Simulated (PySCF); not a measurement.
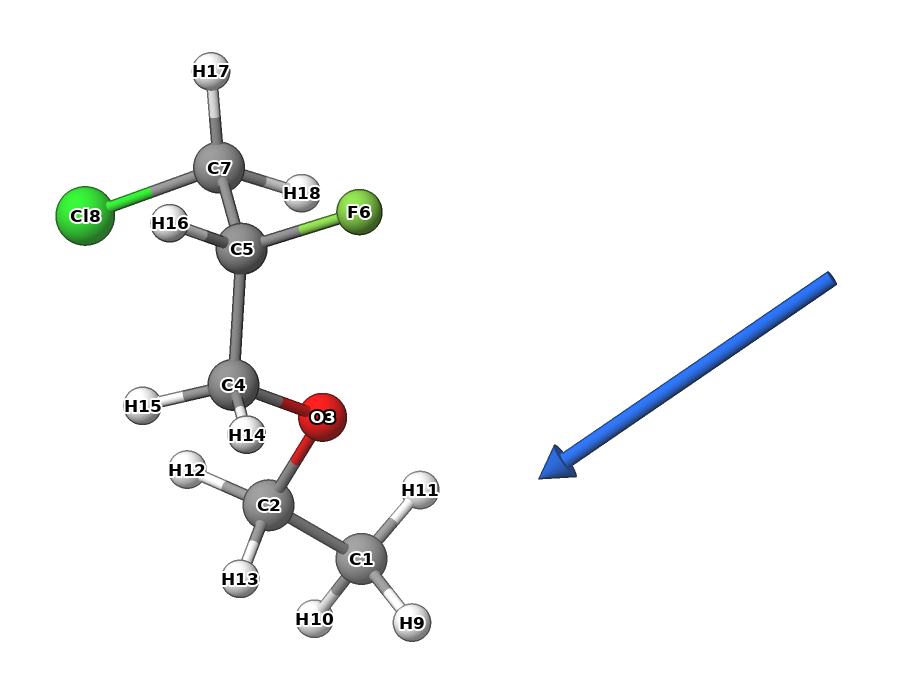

The arrow beside the molecule shows the direction of the dipole moment, from the negative to the positive end (its length means nothing). Geometry: a frame of a GFN2-xTB molecular-dynamics simulation, not a minimum. Level of theory: PBE0/pcSseg-1, gas phase (PySCF 2.14.0).

How large is the dipole moment?

Answer. 2.04 D; it points from the side of F6 to the side of H10, H12, H13 (the outermost atoms at the two ends).
